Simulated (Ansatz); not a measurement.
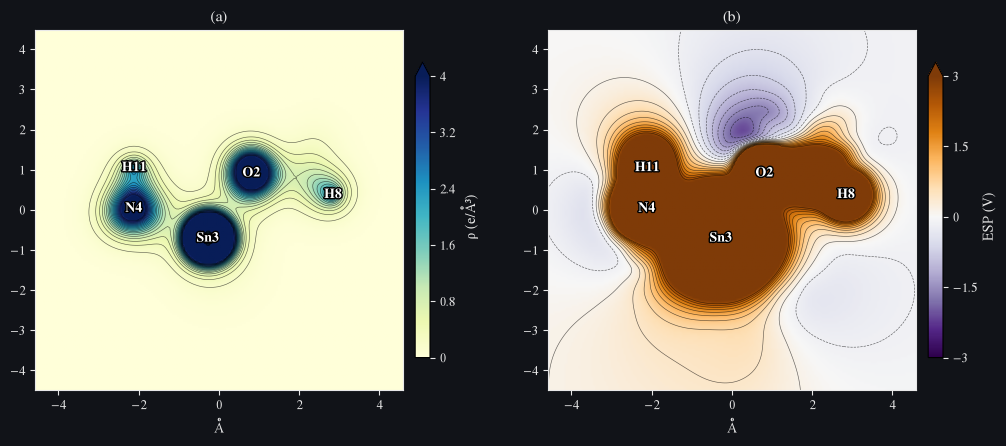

Figure. CH₉N₃OSn (SMILES C[O][Sn]([NH2])([NH2])[NH2]). (a) electron density; (b) electrostatic potential on the plane of atoms Sn3, N4 and H11.

Geometry: PBE0-D4/def2-TZVP; core potentials replace the inner electrons of Sn.

These are results of RKS PBE0-D4/def2-TZVPP in Ansatz 0.2.0, not measurements.

```xyz
15

C    -0.5734   -1.3516    1.8769
O    -0.0698   -1.4266    0.5649
Sn    0.2103    0.2022   -0.4832
N     1.6266   -0.3794   -1.7964
N     0.9306    1.6503    0.6998
N    -1.6146    0.7955   -1.1133
H    -0.4618   -2.3350    2.3439
H    -1.6396   -1.0893    1.8939
H    -0.0330   -0.6208    2.4916
H     1.3778   -0.2157   -2.7635
H     1.8285   -1.3670   -1.6924
H     1.8460    1.9872    0.4373
H     0.3116    2.4335    0.8529
H    -1.6123    1.6037   -1.7217
H    -2.1487    0.0623   -1.5616
```

### Interpret the plot.

The plane passes through O, Sn, N and H nuclei.
Sn–O (1.96 Å): ρ at the midpoint is about 0.85 e/Å³.
Sn–N (2.02 Å): ρ at the midpoint is about 0.82 e/Å³.
N–H (1.01 Å): the density is about 2.9 e/Å³ at the midpoint.
Outside the dense part of the molecule the potential is most negative (−2.1 V) near O2.
